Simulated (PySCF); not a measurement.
**C8H9 (doublet): density, localisation and related maps**

Input

```
{"job": {"kind": "epr", "basis": "pcH-1"}, "charge": 0, "multiplicity": 2}
C     -2.386588     2.163865     0.024183
C     -1.801096     1.164348    -0.285675
C     -1.077250    -0.034896    -0.587539
C     -1.667825    -1.332888    -0.095668
C     -0.662528    -1.618511     0.719878
C      0.138672    -0.368628     0.427726
C      1.455836    -0.520419    -0.164710
C      2.515361     0.505361    -0.050018
H     -2.909676     3.039719     0.267773
H     -0.761632    -0.047794    -1.632689
H     -2.598312    -1.807757    -0.347708
H     -0.435640    -2.442145     1.372275
H      0.144656     0.351949     1.249181
H      1.628820    -1.357096    -0.823253
H      2.224109     1.293650     0.640766
H      2.733151     0.961138    -1.022247
H      3.452944     0.062133     0.297815
```

Launched as:

```sh
OMP_NUM_THREADS=1 python probes_run.py task.json out
```

Geometry: GFN2-xTB.

Theory: UKS B3LYP, pcH-1 on C H, non-relativistic, mean-field spin-orbit, GIAO in PySCF 2.14.0, density-fitted response routines.

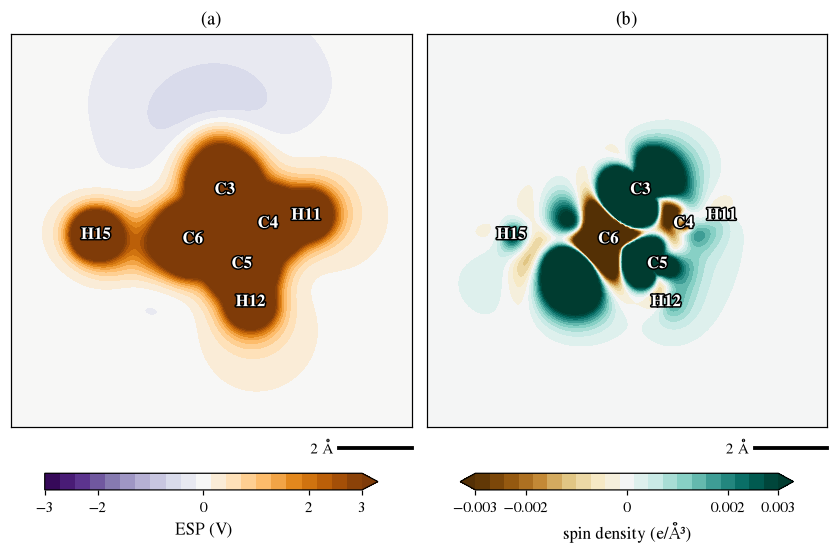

Figure 1. (a) electrostatic potential; (b) spin density on the plane of atoms C6, C5 and H12.

What does the map show?

Answer. The section cuts through C and H sites.
The unpaired spin (1 electron) lies mostly on C7 (about 0.6) and C3 (about 0.1), in electrons by Hirshfeld's partition.
Outside the dense part of the molecule the potential is most negative (−0.6 V) near C2, which lies off the plane.

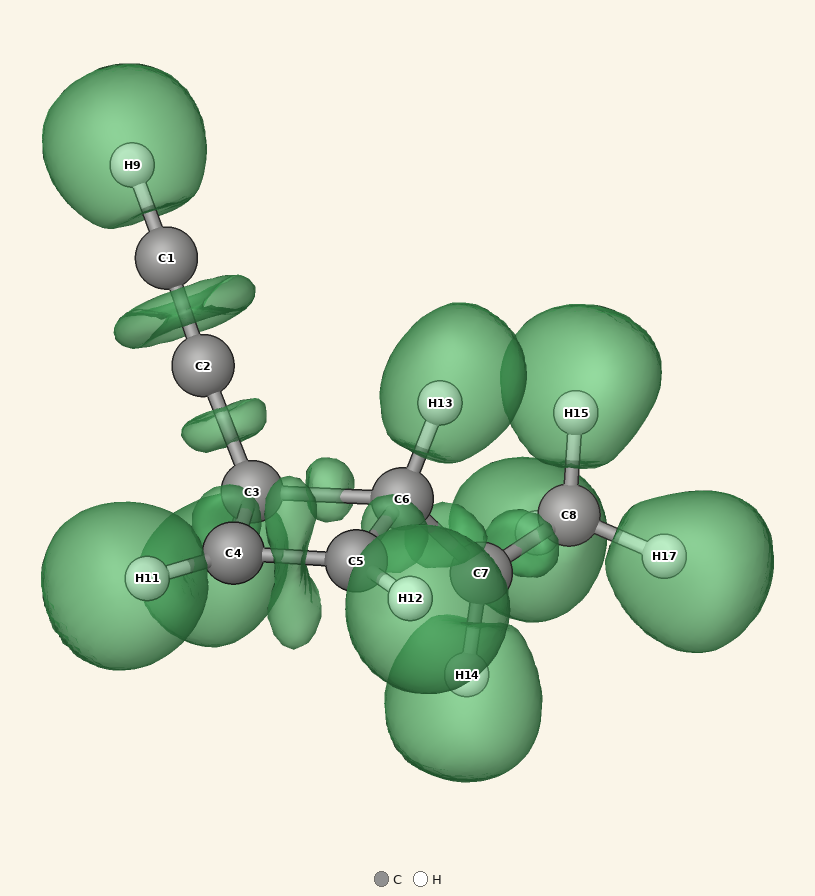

Figure 2. Isosurface of the ELF at 0.85 (green), seen at an oblique angle. Core shells and regions of very low density are left out.

What do the ELF domains correspond to?

Answer. The surface consists of eight regions between bonded C–C atoms (shared pairs) and nine regions around hydrogen nuclei. Along the contacts the grid gives the following. C–C (1.20 Å): the ELF peaks at about 0.85 between the atoms: a multiple bond. C–H (1.05 Å): the ELF climbs to about 1 towards the hydrogen, as it does in any bond to H; a covalent bond by its length.

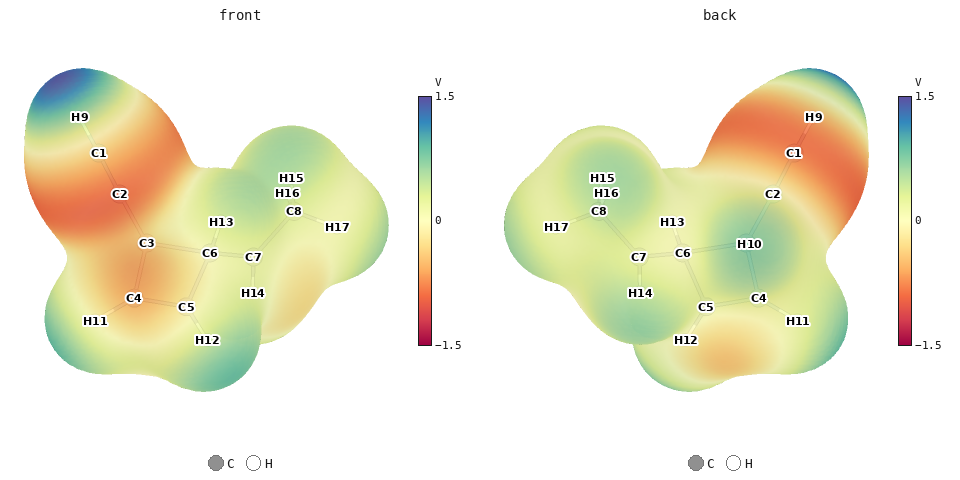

Figure 3. The electrostatic potential painted on the density surface at 0.002 e/bohr³, seen from the front and from behind; red is negative and blue positive.

Where is the surface potential most negative and most positive?

Answer. The most negative region (about −0.9 V) lies over C1 and C2, the most positive (about +1.4 V) over H9.
